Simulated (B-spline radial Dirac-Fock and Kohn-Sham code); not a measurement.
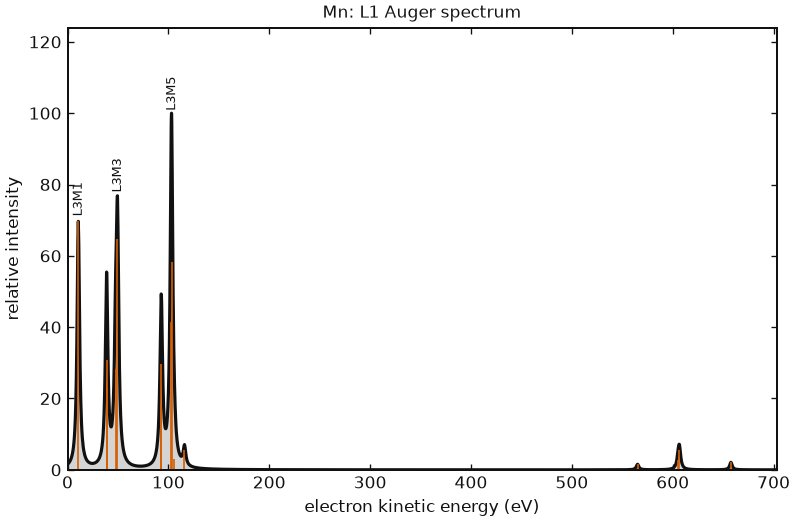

Fig. 1. Auger and Coster–Kronig groups that fill an L1 (2s) hole, broadened by 3.0 eV full width. Kinetic energies count from the vacuum level; very weak lines are left out. Species: the manganese atom, configuration [Ar] 3d5 4s2. Level of theory: independent-particle Coulomb rates on relativistic LDA orbitals, configuration-average energies from Dirac–Fock; calculated with a B-spline radial code. Widths ruled by Coster–Kronig decay come out up to twice the measured ones in this model.

Describe what the figure shows.

The strongest group is L1-L3M1 at 10.71 eV (18 % of the non-radiative width), followed by L1-L3M3 at 49.56 eV (17 %), L1-L3M5 at 103.2 eV (15 %), L1-L3M4 at 102.9 eV (11 %). The lines shown span 10.71 eV to 657.7 eV.
